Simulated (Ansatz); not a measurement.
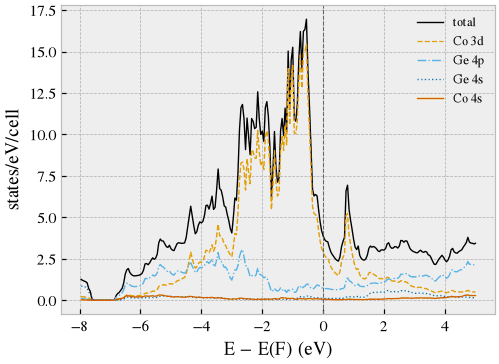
Figure: Total and projected density of states of CoGe in space group C2/m (No. 12; Pearson symbol mS16), DFT-r²SCAN in the program Ansatz with PAW potentials

Problem. Which orbitals carry the states next to the Fermi level?

Solution. Within 0.5 eV of the Fermi level: Co 3d 79 %, Ge 4p 14 %. Projections are on Löwdin-orthogonalised atomic valence shells; empty p or d shells of many metals are not among them.

Problem. Where is the tallest occupied peak in this window, and what makes it?

Solution. Near -0.5 eV, about 17 states/eV per cell; the largest projected share is Co 3d.

The workflow started from a Materials Project entry (that database holds measured and hypothetical structures alike); the Crystallography Open Database copy checked does not list it. Its standing as an ambient phase is unchecked. The cell was relaxed with r²SCAN under the symmetry of its start; whether a distortion lowers the energy is not shown. No spin polarisation was allowed. Spin–orbit coupling is left out wherever it is not named.

Potentials: the later of the program's two PAW sets.
